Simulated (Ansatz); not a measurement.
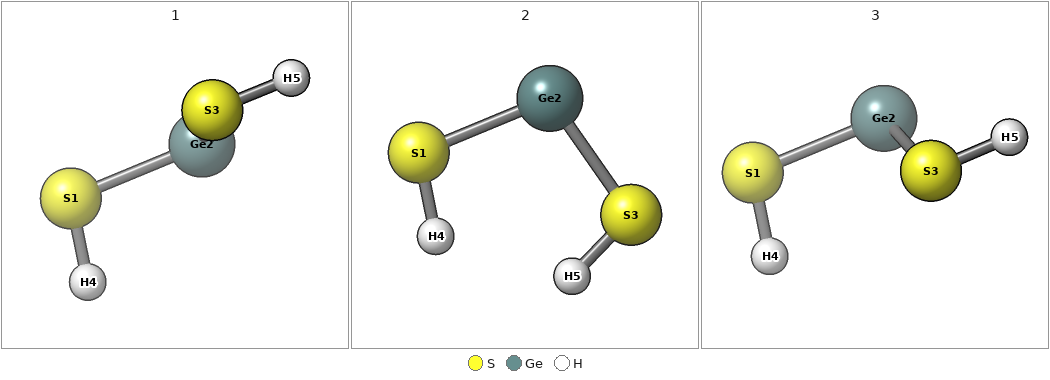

GeH₂S₂, SMILES [SH][Ge][SH]. First axis: dihedral S1–Ge2–S3–H5. Second axis: dihedral H4–S1–Ge2–S3. Nothing is relaxed (all other coordinates rigid). Grid: 18 × 18 points; 91 points were computed and 233 follow by symmetry. Points are written as (first, second). All energies are given in kcal/mol relative to the relaxed molecule at the same level. These are results of RKS PBE0-D4/def2-SVP in Ansatz 0.2.0, not measurements.

The numbered pictures are structures from this grid.

Rank them by energy, lowest first.

2, at (0°, 0°): 0.0 kcal/mol; 3, at (−180°, −60°): 5.7 kcal/mol; 1, at (−180°, −100°): 8.6 kcal/mol.

The map, with the structures marked:

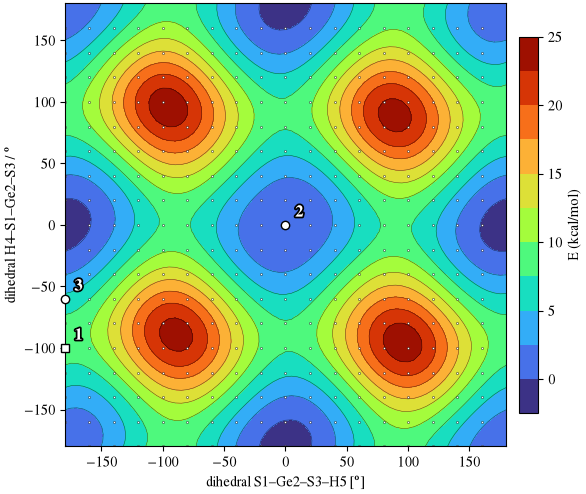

The picture shows filled contours, dots at the grid points. Between grid points the surface is interpolated.
